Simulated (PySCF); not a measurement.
# CH₆AlAsO, SMILES `C[O][AlH][AsH2]`: electronic structure

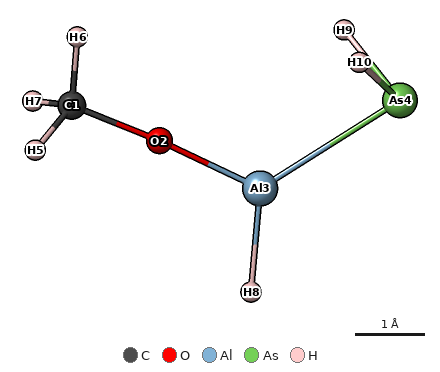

The molecule, with its atoms numbered as below. No frequency check shows the geometry to be a minimum.

Cartesian coordinates (Å):

```
C1      -3.2058    0.6452    0.0005
O2      -1.9774   -0.0245   -0.0008
Al3     -0.5749   -0.9020   -0.0003
As4      1.5782    0.1781   -0.0001
H5      -3.8618    0.2218    0.7641
H6      -3.0524    1.7063    0.2121
H7      -3.6871    0.5436   -0.9748
H8      -0.8469   -2.4283    0.0022
H9       0.9479    1.0681   -1.0549
H10      0.9478    1.0623    1.0599
```

### 1. In an electric field

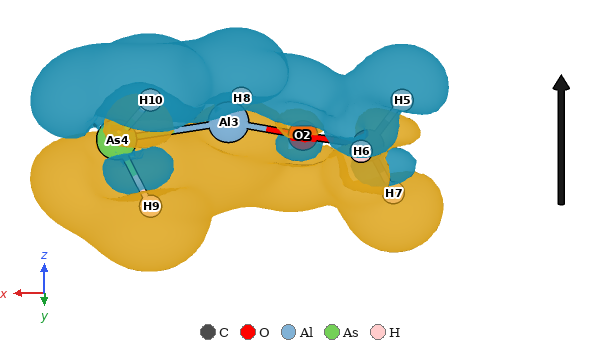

Change of the electron density in a uniform field of 0.26 V/Å along +z (arrow), surfaces at ±0.001 e/Å³ (yellow: gain, teal: loss).

PySCF calculation, PBE0/def2-SVPD, gas phase; geometry: GFN2-xTB.

How large is the response?

Answer. The induced dipole is 0.81 D (along the field); α along this axis, from the fields in both directions, is 64 bohr³ (9.5 Å³).

Which atoms gain and lose the most charge?

Answer. Electrons gather most on H9 (Hirshfeld charge changes by −0.012 e) and leave H10 most (+0.012 e); 0.082 electrons are displaced in all.

### 2. Removing or adding an electron

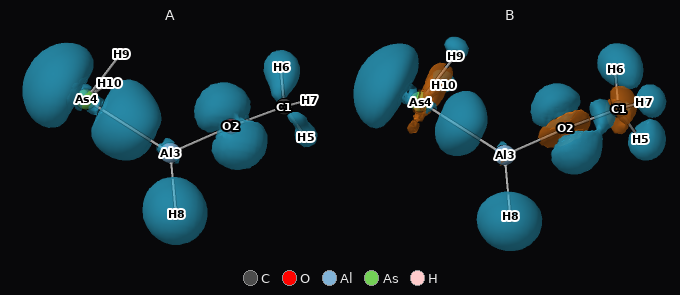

The Fukui function f⁻ from two separate SCF calculations and the density of the HOMO, at ±0.02 e/Å³ (light blue positive, orange negative).

PySCF calculation, BP86/def2-SVPD, gas phase; geometry: GFN2-xTB.

Which panel is which, and how good is the frozen-orbital picture?

Answer. B is f⁻ (it has negative regions), A the HOMO density. The HOMO lies on As4 (38 %), O2 (24 %) and Al3 (14 %); f⁻ (Hirshfeld-condensed) is largest on As4 (0.31); the vertical ionisation energy is 8.66 eV (the stability of the cation's solution wasn't checked). Relaxation shifts 19 % of the electron between atoms. The orbital energy is −5.95 eV.

### 3. Localised orbitals

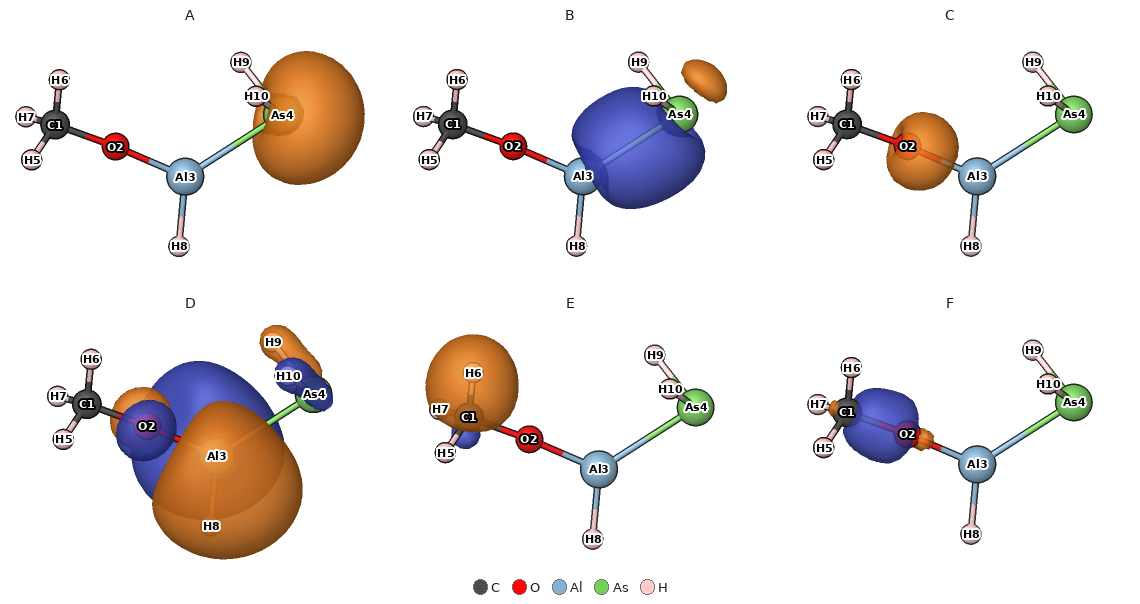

Intrinsic bond orbitals (IBO), occupied and valence-virtual; each surface holds about 80 % of the orbital's density. Energies are diagonal elements of the Fock matrix.

Level of theory: B3LYP/cc-pVDZ (PySCF), at a geometry from GFN2-xTB.

What does each orbital represent in a Lewis picture?

Answer. By panel:
- A: lone pair on As4 (sp0.6-type) (As4 98 %; −10.4 eV)
- B: σ bond As4–Al3 (As4 64 %, Al3 35 %; −9.9 eV)
- C: pair mostly on O2, shared in part with Al3 (O2 84 %, Al3 16 %; −21.2 eV)
- D: empty orbital on Al3 (Al3 89 %, O2 9 %; −0.5 eV)
- E: σ bond C1–H6 (C1 57 %, H6 43 %; −13.4 eV)
- F: σ bond O2–C1 (O2 64 %, C1 35 %; −19.3 eV)
